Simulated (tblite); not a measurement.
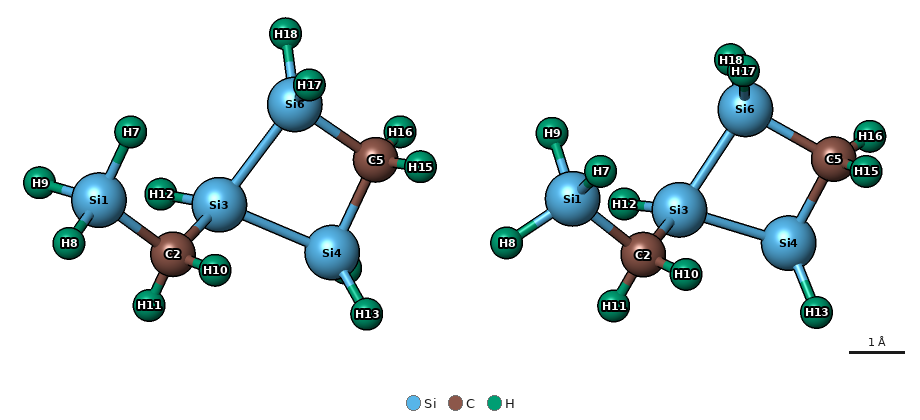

Two geometries of C$_{2}$H$_{12}$Si$_{4}$, drawn at one scale. One is the start of a relaxation, the other its converged end. A ball-and-stick model, seen at a tilt.

These are results of tblite, GFN2-xTB geometry optimisation, gas phase, not measurements. 

> Which of the two is the end point?

The left one is the relaxed one. An H atom moves most after the best rigid fit: 1.33 Å. By element the largest moves are H 1.33 Å, Si 0.32 Å, C 0.22 Å. Some distances before and after: Si–Si 2.732 → 3.051 Å, Si–Si 2.199 → 2.348 Å, C–Si 1.839 → 1.913 Å, C–Si 1.864 → 1.932 Å. Among the angles between lasting bonds that change: Si–Si–H 108.9° → 120.7°, Si–C–Si 94.2° → 104.2°, Si–Si–H 113.0° → 121.4°. Groups turn about C–Si by about 50°. After 169 geometry steps the energy has fallen by 0.897 eV. The run took 5.2 s on 1 thread of Intel(R) Xeon(R) Processor @ 2.50GHz, on a shared host.
